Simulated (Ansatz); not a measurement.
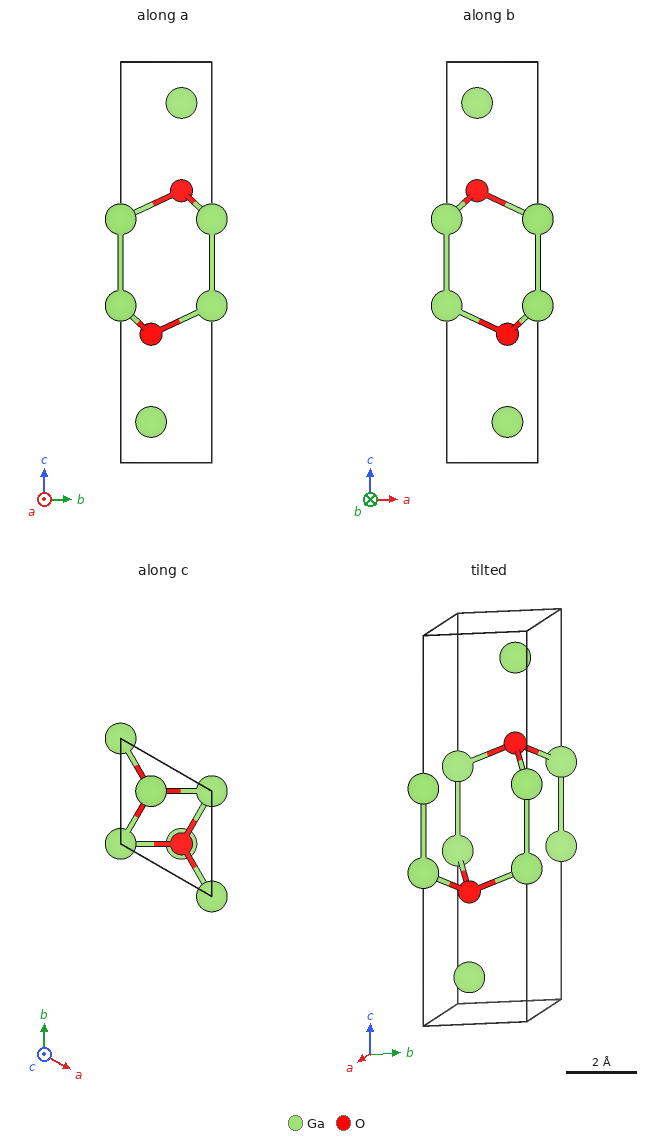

Crystal structure, ball-and-stick style, seen along the a axis, along the b axis, along the c axis and slightly off an axis. The edges of the conventional unit cell are marked.

Lattice parameters: a = 3.0336 Å, b = 3.0336 Å, c = 11.5442 Å, α = 90.000°, β = 90.000°, γ = 120.000°.

Question: Reconstruct the structure as a CIF in P1 with every atom of the cell, with free fractional coordinates to two decimals.

Answer:
```cif
data_structure
_symmetry_space_group_name_H-M 'P 1'
_symmetry_Int_Tables_number 1
_cell_length_a 3.0336
_cell_length_b 3.0336
_cell_length_c 11.5442
_cell_angle_alpha 90.000
_cell_angle_beta 90.000
_cell_angle_gamma 120.000
_cell_volume 92.00
loop_
_atom_site_label
_atom_site_type_symbol
_atom_site_fract_x
_atom_site_fract_y
_atom_site_fract_z
_atom_site_occupancy
Ga1 Ga 0.00 0.00 0.39 1
Ga2 Ga 0.00 0.00 0.61 1
Ga3 Ga 0.6667 0.3333 0.10 1
Ga4 Ga 0.3333 0.6667 0.90 1
O1 O 0.6667 0.3333 0.32 1
O2 O 0.3333 0.6667 0.68 1
```

Origin of the cell: a structure type filled with these elements by a generator (whether the compound takes this form wasn't checked). The atoms were relaxed in a fixed cell with DFT PBEsol, scalar-relativistic, plane waves, PAW (Ansatz 0.2.0).
